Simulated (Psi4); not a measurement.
**C2H3In (SMILES C#[C][InH2]) at wB97X-D/def2-TZVPD (density fitting, core potential, sweep point 3)**

Aim: the vertical electron affinity of C2H3In at wB97X-D/def2-TZVPD (density fitting, core potential, sweep point 3), from 2 runs. 

The results are computed with Psi4 1.11.

4 further runs of the same task are left out: 4 set aside as unsound or not needed.

### Step 1. The molecule

C2H3In has 6 atoms, charge 0, and is taken as a singlet. As SMILES, `C#[C][InH2]`. The shape is that of a PBE0-D4/def2-TZVP optimisation.

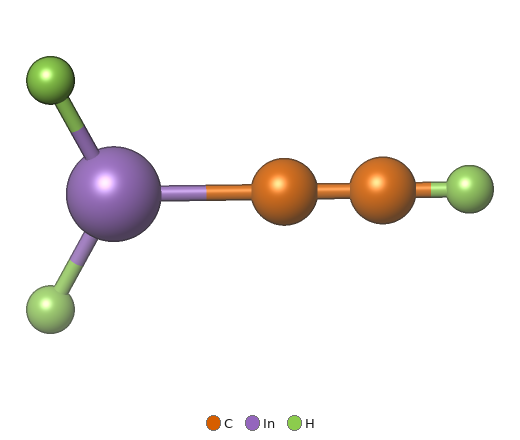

Viewed from a chosen angle; carbon orange, indium purple, hydrogen green.

### Step 2. A single-point energy at wB97X-D/def2-TZVPD (density fitting, core potential, sweep point 3)

File c2h3in.in:

```
memory 1600 MB

molecule molecule1 {
  0 1
  C     -0.35262289    -3.64339197     0.02853486
  C     -0.13303672    -1.36702788     0.01114938
  In     0.24925488     2.57739746    -0.02003110
  H     -0.54613085    -5.64952522     0.04403062
  H      1.27273054     3.93346493    -2.77562973
  H     -0.49019496     4.14889371     2.71175699
  units au
  symmetry c1
}

set {
  basis                def2-TZVPD
  puream               true
  scf_type             df
  dft_radial_points    35
  dft_spherical_points 110
}

e_tot, wfn = energy("wb97x-d", return_wfn=True)
print_variables()
```

Launch:

```sh
$ psi4 -i c2h3in.in -o c2h3in.out -n 1
```

c2h3in.out:

```text
[...]
    !!!  WARNING: ECP capability is in beta. Please check occupations closely.  !!!
[...]
  Running in c1 symmetry.
[...]
  Nuclear repulsion =   91.358346432264852
[...]
  Multiplicity = 1
[...]
  Nalpha       = 18
  Nbeta        = 18
[...]
    Number of basis functions: 157
[...]
   @DF-RKS iter   1:  -267.81579134146597   -1.35356e+00   4.97594e-03 DIIS/ADIIS
[...]
   @DF-RKS iter   8:  -268.10720019314067   -1.35536e-07   6.33545e-07 DIIS
[...]
    Orbital Energies [Eh]
    ---------------------
    Doubly Occupied:
       1A    -10.281530     2A    -10.274517     3A     -4.792851
       4A     -3.197107     5A     -3.184354     6A     -3.183632
       7A     -0.873283     8A     -0.864393     9A     -0.863217
      10A     -0.861973    11A     -0.858553    12A     -0.828878
      13A     -0.625294    14A     -0.539767    15A     -0.413630
      16A     -0.393931    17A     -0.367000    18A     -0.354043
[...]
  @DF-RKS Final Energy:  -268.10720019314067
   => Energetics <=
    Nuclear Repulsion Energy =             91.3583464322648524
    One-Electron Energy =                -620.3650624429528762
    Two-Electron Energy =                 280.4617585484243705
    DFT Exchange-Correlation Energy =     -19.5611850481171103
    Empirical Dispersion Energy =          -0.0010576827599085
    VV10 Nonlocal Energy =                  0.0000000000000000
    Total Energy =                       -268.1072001931406703
[...]
 Multipole Moments:
 ------------------------------------------------------------------------------------
     Multipole            Electronic (a.u.)      Nuclear  (a.u.)        Total (a.u.)
 ------------------------------------------------------------------------------------
 L = 1.  Multiply by 2.5417464519 to convert [e a0] to [Debye]
 Dipole X            :          3.3023188           -3.2900290            0.0122898
 Dipole Y            :         34.1203829          -33.9949525            0.1254304
 Dipole Z            :         -0.2665771            0.2657071           -0.0008700
 Magnitude           :                                                    0.1260340
[...]
```

It took 5.4 s on 1 thread of Intel Xeon Platinum 8488C (Sapphire Rapids), shared host; peak memory 0.53 GiB.

### Step 3. The doublet anion

File c2h3in.inp:

```
memory 1.6 GB

molecule {
  -1 2
  C     -0.35262289    -3.64339197     0.02853486
  C     -0.13303672    -1.36702788     0.01114938
  In     0.24925488     2.57739746    -0.02003110
  H     -0.54613085    -5.64952522     0.04403062
  H      1.27273054     3.93346493    -2.77562973
  H     -0.49019496     4.14889371     2.71175699
  units bohr
  symmetry c1
}

set {
  basis                def2-TZVPD
  reference            uks
  puream               true
  scf_type             df
  dft_radial_points    35
  dft_spherical_points 110
  maxiter              150
}

energy("wb97x-d")
```

Launch:

```sh
$ psi4 c2h3in.inp c2h3in.out -n 1
```

c2h3in.out:

```text
[...]
    !!!  WARNING: ECP capability is in beta. Please check occupations closely.  !!!
[...]
  Running in c1 symmetry.
[...]
  Nuclear repulsion =   91.358346432264852
[...]
  Multiplicity = 2
[...]
  Nalpha       = 19
  Nbeta        = 18
[...]
    Number of basis functions: 157
[...]
   @DF-UKS iter   1:  -267.63823780896143   -1.17601e+00   5.82616e-03 DIIS/ADIIS
[...]
   @DF-UKS iter  12:  -268.11816225869654   -1.08597e-07   4.06697e-07 DIIS
[...]
   @S^2 Observed:                7.534860974E-01
[...]
    Orbital Energies [Eh]
    ---------------------
    Alpha Occupied:
       1A    -10.111717     2A    -10.105684     3A     -4.575752
       4A     -2.974659     5A     -2.969697     6A     -2.969118
       7A     -0.675439     8A     -0.648896     9A     -0.646820
      10A     -0.644829    11A     -0.644026    12A     -0.642758
      13A     -0.465802    14A     -0.352490    15A     -0.227352
      16A     -0.213964    17A     -0.205782    18A     -0.179742
      19A     -0.005013
    Alpha Virtual:
      20A      0.141880    21A      0.188899    22A      0.200454
      23A      0.205789    24A      0.215860    25A      0.218566
[...]
  @DF-UKS Final Energy:  -268.11816225869654
   => Energetics <=
    Nuclear Repulsion Energy =             91.3583464322648524
    One-Electron Energy =                -627.3967269851935953
    Two-Electron Energy =                 287.5459566481439992
    DFT Exchange-Correlation Energy =     -19.6246806711519355
    Empirical Dispersion Energy =          -0.0010576827599085
    VV10 Nonlocal Energy =                  0.0000000000000000
    Total Energy =                       -268.1181622586965432
[...]
 Multipole Moments:
 ------------------------------------------------------------------------------------
     Multipole            Electronic (a.u.)      Nuclear  (a.u.)        Total (a.u.)
 ------------------------------------------------------------------------------------
 L = 1.  Multiply by 2.5417464519 to convert [e a0] to [Debye]
 Dipole X            :          3.2712257           -3.2900290           -0.0188033
 Dipole Y            :         33.7984307          -33.9949525           -0.1965218
 Dipole Z            :         -0.2639828            0.2657071            0.0017244
 Magnitude           :                                                    0.1974269
[...]
```

It took 8.1 s on 1 thread of Intel Xeon Platinum 8488C (Sapphire Rapids), shared host; peak memory 0.53 GiB.

### Step 4. What came out

At wB97X-D/def2-TZVPD (density fitting, core potential, sweep point 3):

```
                                         quantity          value
                     singlet C2H3In: total energy  -268.10720 Eh
                    singlet C2H3In: dipole moment         0.32 D
                      singlet C2H3In: HOMO energy       -9.63 eV
                      singlet C2H3In: LUMO energy       -0.43 eV
                    singlet C2H3In: HOMO–LUMO gap        9.20 eV
                singlet C2H3In: dispersion energy   -2.78 kJ/mol
                      doublet anion: total energy  -268.11816 Eh
doublet anion: HOMO energy (highest over α and β)       -0.14 eV
 doublet anion: LUMO energy (lowest over α and β)        3.86 eV
                 doublet anion: dispersion energy   -2.78 kJ/mol
                              doublet anion: ⟨S²⟩          0.753
vertical electron affinity (to the doublet anion)       0.298 eV
```

In words: At fixed nuclei the extra electron is bound by 0.30 eV (28.8 kJ/mol).
